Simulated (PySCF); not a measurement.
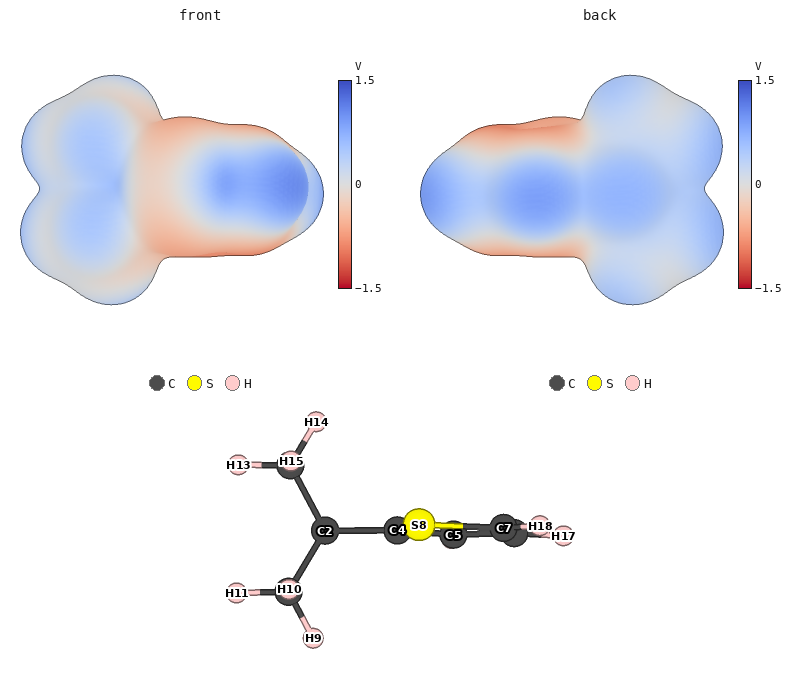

The picture shows: C$_{7}$H$_{10}$S. The electrostatic potential painted on the density surface at 0.002 e/bohr³, seen from the front and from behind; the colour scale runs from red (negative) to blue (positive). The bare structure is drawn below in the same view.

Geometry: GFN2-xTB, NEB image 0 of 0 to 8.

Level of theory: PBE0/pcSseg-1, SCF density, gas phase, non-relativistic in PySCF.

| atom | x (Å) | y (Å) | z (Å) |
| --- | --- | --- | --- |
| C | -1.6255 | -0.7953 | 1.0917 |
| C | -1.0409 | -0.3165 | -0.2390 |
| C | -1.7562 | 0.9500 | -0.7140 |
| C | 0.4274 | -0.0715 | -0.1058 |
| C | 1.4510 | -0.6905 | -0.7512 |
| C | 2.7262 | -0.2056 | -0.3764 |
| C | 2.6542 | 0.7775 | 0.5529 |
| S | 1.0293 | 1.1326 | 0.9898 |
| H | -1.1187 | -1.6973 | 1.4284 |
| H | -1.5030 | -0.0262 | 1.8516 |
| H | -2.6855 | -1.0123 | 0.9821 |
| H | -1.1765 | -1.1046 | -0.9890 |
| H | -2.8185 | 0.7573 | -0.8445 |
| H | -1.3444 | 1.2884 | -1.6624 |
| H | -1.6337 | 1.7443 | 0.0192 |
| H | 1.3036 | -1.4719 | -1.4762 |
| H | 3.6501 | -0.5761 | -0.7840 |
| H | 3.4524 | 1.3240 | 1.0149 |

Describe the electrostatic potential map.

Answer. The most negative region (about −0.8 V) lies over the π face of C5, C6 and C7, the most positive (about +1.0 V) over H18.

What dipole moment does the calculation give?

Answer. Its dipole moment is 0.73 D.
